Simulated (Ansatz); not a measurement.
Cl₂H₂OSi···CH₄

The calculation's input:

```
crystal:
  periodic: [false, false, false]
  atoms:
    - { symbol: Si, position_ang: [-0.7622, 0.6323, 0.335] }
    - { symbol: O, position_ang: [0.2244, -0.7391, 1.5302] }
    - { symbol: Cl, position_ang: [-1.7173, 1.5717, -1.2669] }
    - { symbol: Cl, position_ang: [0.2875, 2.1683, 1.1318] }
    - { symbol: H, position_ang: [-1.9393, 0.1248, 1.0057] }
    - { symbol: H, position_ang: [0.6049, -0.8555, 0.3191] }
    - { symbol: C, position_ang: [0.4792, -0.5133, -1.033] }
    - { symbol: H, position_ang: [0.8757, -0.4519, 2.1693] }
    - { symbol: H, position_ang: [-0.2692, -0.9997, -1.6504] }
    - { symbol: H, position_ang: [0.9164, 0.3022, -1.605] }
    - { symbol: H, position_ang: [1.3, -1.2399, -0.9357] }
basis:
  gaussian: { orbitals: cc-pVDZ }
hamiltonian:
  xc: b3lyp
relax:
  f_tol: 0.15
  max_steps: 25
  restrain:
    - { distance: [0, 6], at: 3.17, k: 30.0 }
    - { distance: [5, 1], at: 2.27, k: 30.0 }
    - { distance: [0, 1], at: 1.77, k: 30.0 }
    - { distance: [5, 6], at: 1.07, k: 30.0 }
output:
  orbitals: {}
```

Command:

```sh
ansatz run input.yaml --threads 2 --pin off --max-ram 3072MiB --backend cpu --events-out ev --progress --plain --runs-dir out
```

The fields are those of the run's last geometry, not of the input's.

Not at a stationary point (largest force 1.5 eV/Å).

The calculation used RKS B3LYP/cc-pVDZ (Ansatz 0.2.0).

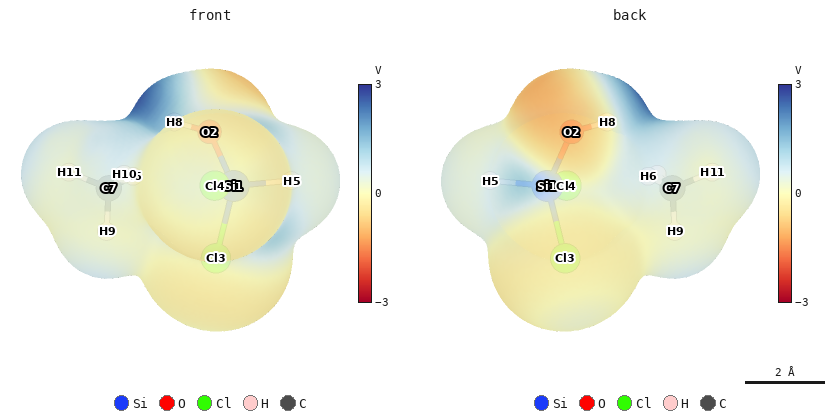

Figure 1. The electrostatic potential painted on the density surface at 0.002 e/bohr³, seen from the front and from behind; the colour scale runs from red (negative) to blue (positive).

> Which sites attract a positive test charge, and which a negative one?

A positive charge is drawn to the negative regions and a negative charge to the positive ones. The most negative region (about −1.1 V) lies over O2, the most positive (about +2.4 V) over H8. O2 is the likeliest acceptor of a hydrogen bond.

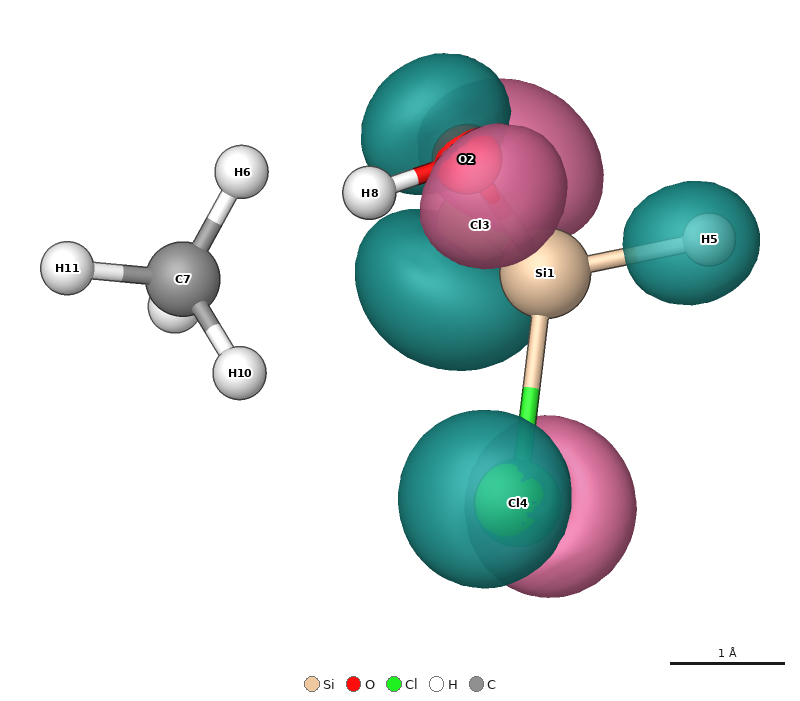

Figure 2. One frontier orbital at ±0.15 Å⁻³ᐟ² (teal and pink are the two phases), seen from one side.

> Which orbital is it: HOMO or LUMO?

The HOMO, at −8.80 eV. It lies mainly on Cl3 (about 35 %), Cl4 (about 25 %) and O2 (about 25 %); largely a combination of lone pairs on Cl3, Cl4 and O2.

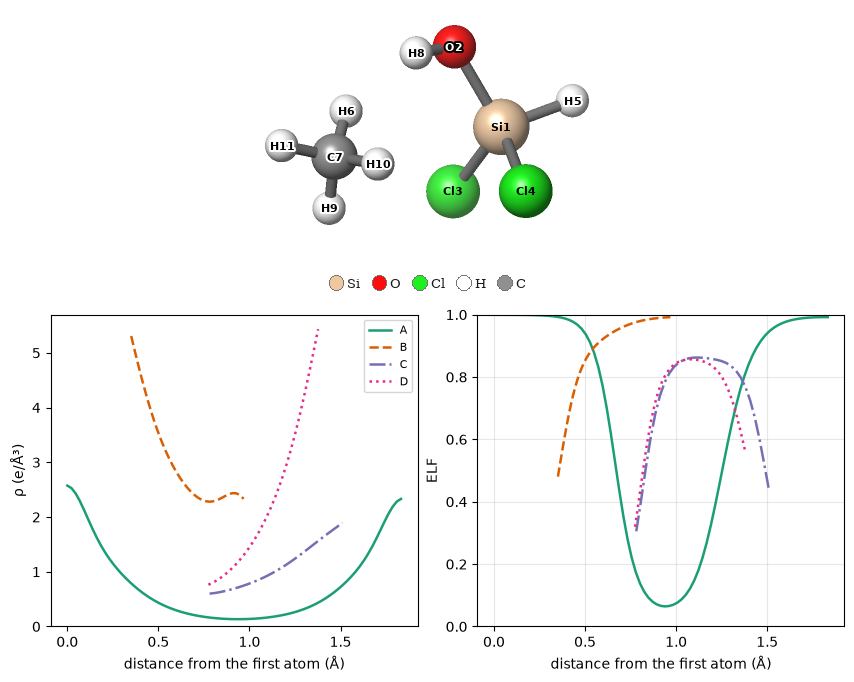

Figure 3. Electron density and electron localisation function along straight lines between neighbouring atoms. The curves leave out the atomic cores. The structure is drawn too.

> Which curve belongs to which contact (H–H, O–H, Si–Cl and Si–O)? The first atom named is at distance zero.

Curve A: H6···H8 (1.83 Å): the density falls to about 0.13 e/Å³ on the way; the ELF dips to about 0.05 between them. Curve B: O–H (0.97 Å): the density is about 3.7 e/Å³ at the midpoint; the ELF climbs to about 1 towards the hydrogen, as it does in any bond to H: a covalent bond by its length. Curve C: Si–Cl (2.08 Å): ρ at the midpoint is about 0.84 e/Å³; the ELF peaks at about 0.85 between the atoms, as expected for a polar covalent bond. Curve D: Si–O (1.72 Å): the density is about 0.94 e/Å³ at the midpoint; the ELF peaks at about 0.85 between the atoms, as expected for a shared but strongly polarised pair.

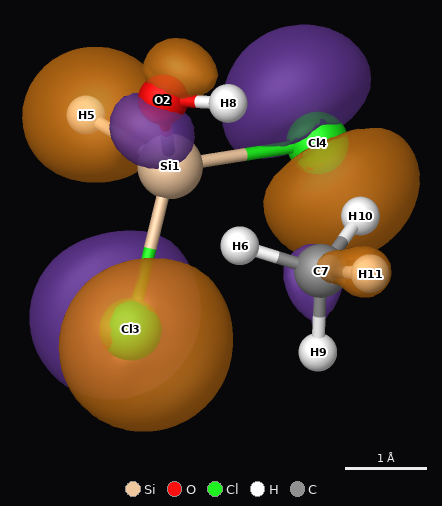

Figure 4. The HOMO−1 at ±0.1 Å⁻³ᐟ² (orange and purple are the two phases), seen at an oblique angle.

> Describe this orbital and give its energy.

Its weight (Hirshfeld) is mainly on Cl3 (about 45 %), Cl4 (about 30 %), Si1 (about 10 %) and H5 (about 10 %); largely a combination of lone pairs on Cl3 and Cl4. Its energy is −8.95 eV.
